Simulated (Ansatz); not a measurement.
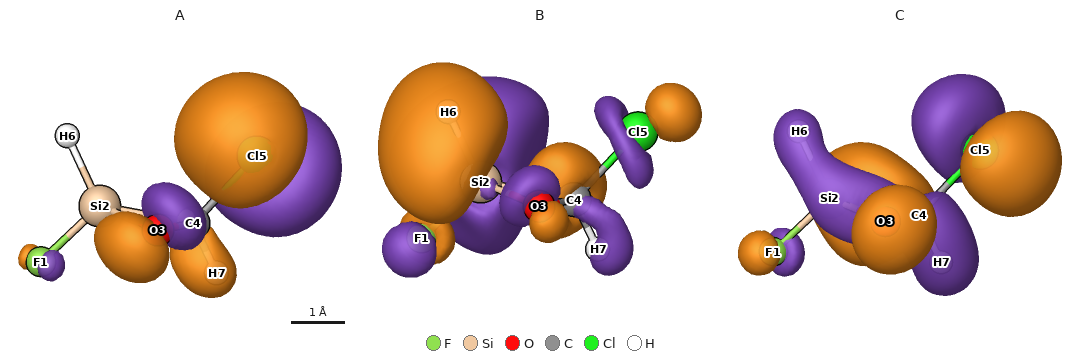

Figure. CH2ClFOSi (SMILES F[SiH]1OC1Cl). Three frontier orbitals at ±0.08 Å⁻³ᐟ² (orange and purple are the two phases), in no order.

Geometry: PBE0-D4/def2-TZVP.

The calculation used RKS PBE0-D4/def2-TZVPP in Ansatz 0.2.0.

```xyz
7

F    -1.1296   -1.5133    1.2239
Si   -0.2079   -0.2923    0.8276
O     1.0520   -0.5967   -0.1856
C     0.0554    0.2267   -0.8729
Cl    0.6298    1.8304   -1.3011
H     0.0105    0.5386    2.0164
H    -0.3489   -0.2614   -1.7541
```

Order the three orbitals by energy and name them.

A is the HOMO−1 (−9.07 eV). By Hirshfeld shares it lies mainly on Cl5 (about 85 %) and O3 (about 10 %); largely a lone pair of Cl5. C is the HOMO (−7.80 eV). Its weight (Hirshfeld) is mainly on Cl5 (about 35 %), C4 (about 20 %), Si2 (about 20 %) and O3 (about 15 %). B is the LUMO (−0.45 eV). By Hirshfeld shares it lies mainly on Si2 (about 60 %), C4 (about 10 %), H6 (about 10 %) and F1 (about 5 %).

What is the HOMO–LUMO gap?

7.35 eV between the orbital energies.
